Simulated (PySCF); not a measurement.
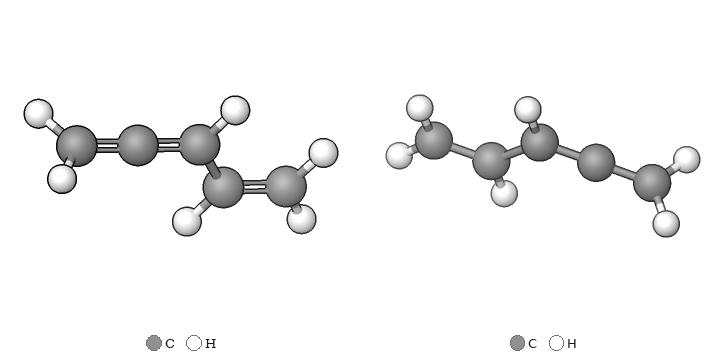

Two views of one molecule.

Computed geometry: PBE0-D3(BJ)/def2-TZVP optimisation. No frequency run is at hand to confirm it as a minimum.

Description:

The molecule is C5H6. SMILES: `C=C=CC=C`. It has no ring. Among its groups: alkene. The point group is Cs. Coordination: 4 C trigonal planar; 1 C linear.

More results for the same structure follow; atom numbers are the same in all pictures, views and colours differ.

Shape

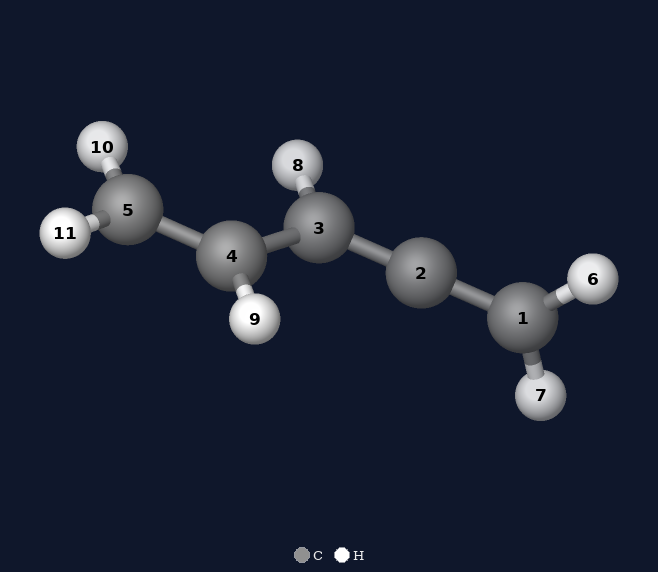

No frequency run is at hand to confirm it as a minimum.

List the bonds and their lengths.

```csv
bond,length (Å),order
C1–C2,1.298,double
C1–H6,1.086,single
C1–H7,1.086,single
C2–C3,1.309,double
C3–C4,1.453,single
C3–H8,1.089,single
C4–C5,1.332,double
C4–H9,1.086,single
C5–H10,1.085,single
C5–H11,1.083,single
```

Electronic properties

No frequency run is at hand to confirm it as a minimum. Method: B3LYP/pcJ-2, gas phase (PySCF 2.14.0).

What does the calculation give?

- dipole moment: 0.25 D
- HOMO energy (Kohn–Sham orbital): −6.51 eV
- LUMO energy (Kohn–Sham orbital): −0.94 eV
- HOMO–LUMO gap: 5.57 eV

NMR shielding

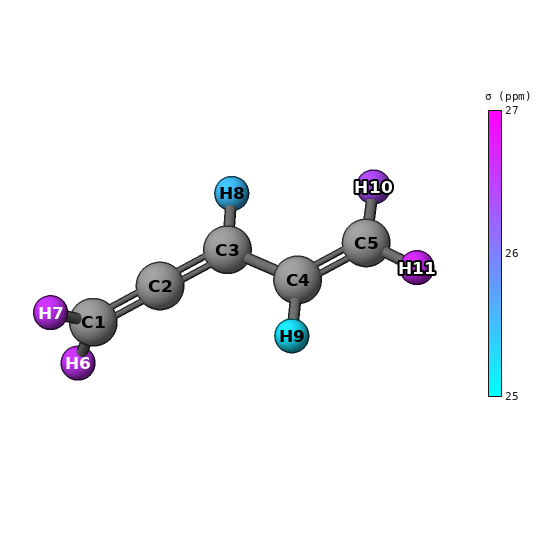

Atoms are coloured by their isotropic NMR shieldings (H only, the others grey). No frequency run is at hand to confirm it as a minimum. Properties computed with GIAO KT3/pcSseg-2 NMR shielding, non-relativistic, gas phase (PySCF 2.14.0).

Which H atom is the most shielded (lowest chemical shift)?

Answer. H11 (26.65 ppm).

Which H atom is the least shielded (highest chemical shift)?

Answer. H9 (25.22 ppm).

How wide is the range of H shifts?

Answer. 1.43 ppm.

List the isotropic NMR shieldings of the H atoms.

| atom | σ (ppm) |
| --- | --- |
| H6 | 26.59 |
| H7 | 26.59 |
| H8 | 25.49 |
| H9 | 25.22 |
| H10 | 26.40 |
| H11 | 26.65 |

Charges

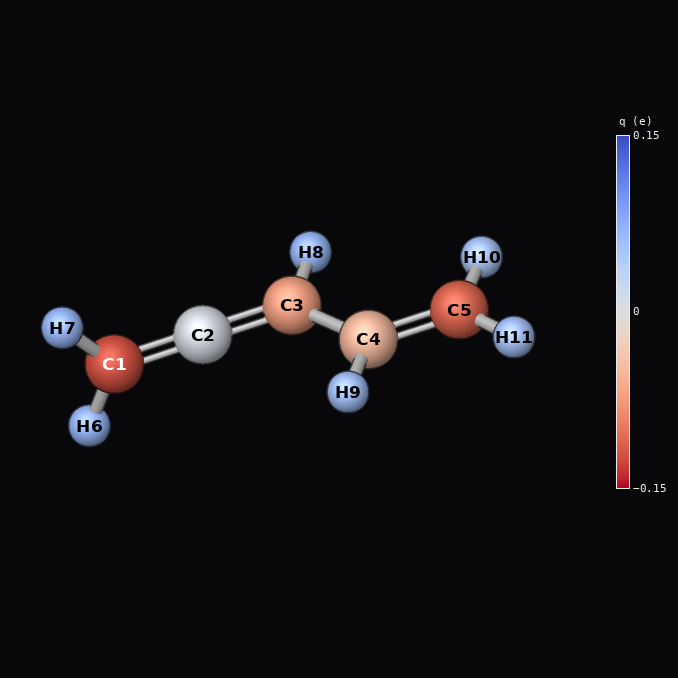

Atoms are coloured by their Hirshfeld charges. No frequency run is at hand to confirm it as a minimum. Level of theory: PBE0/pcSseg-2, gas phase (PySCF 2.14.0).

Give the Hirshfeld charges atom by atom.

```json
{"atom": "C1", "value (e)": "−0.12"}
{"atom": "C2", "value (e)": "0.01"}
{"atom": "C3", "value (e)": "−0.07"}
{"atom": "C4", "value (e)": "−0.05"}
{"atom": "C5", "value (e)": "−0.11"}
{"atom": "H6", "value (e)": "0.06"}
{"atom": "H7", "value (e)": "0.06"}
{"atom": "H8", "value (e)": "0.06"}
{"atom": "H9", "value (e)": "0.05"}
{"atom": "H10", "value (e)": "0.05"}
{"atom": "H11", "value (e)": "0.05"}
```
